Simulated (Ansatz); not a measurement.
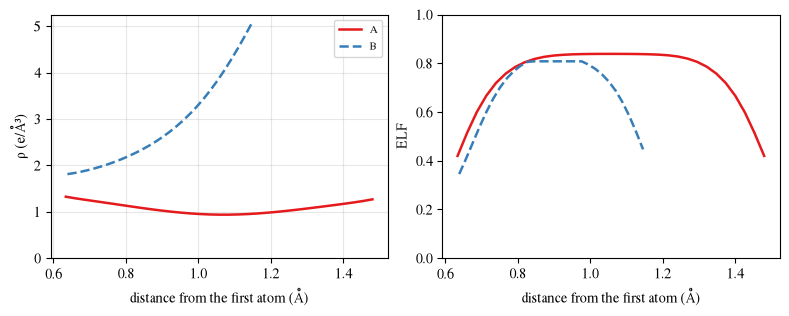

*OS2 (triplet). Total electron density and ELF along straight lines between neighbouring atoms. The curves leave out the atomic cores.*

Geometry: PBE0-D3(BJ)/def2-SVP.

All numbers below come from isolated molecule in a Gaussian basis; Kohn-Sham density functional theory, functional PBE0 in Ansatz.

The calculation's input:

```
crystal:
  periodic: [false, false, false]
  atoms:
    - {symbol: O, position_ang: [0.686572, -0.620062, 1.187056]}
    - {symbol: S, position_ang: [-0.105890, 1.149313, -0.981010]}
    - {symbol: S, position_ang: [0.213569, 0.802427, 1.080087]}
basis:
  gaussian:
    orbitals: def2-TZVPD
magnetization:
  spin_polarized: true
  initial_magnetization: 2
hamiltonian:
  xc: {name: PBE0}
output: {forces: true, orbitals: {seedname: orbitals}}
```

Command:

```sh
ansatz run input.yaml --threads 1 --pin off --max-ram 2610MiB --events-out events.jsonl --progress --plain --runs-dir runs
```

### Which curve belongs to which contact (S–O and S–S)? The first atom named is at distance zero.

Curve A: S–S (2.11 Å): the density is about 0.94 e/Å³ at the midpoint; the ELF peaks at about 0.85 between the atoms: a shared electron pair. Curve B: S–O (1.50 Å): ρ is about 2 e/Å³ halfway; the ELF peaks at about 0.80 between the atoms: a polar covalent bond.
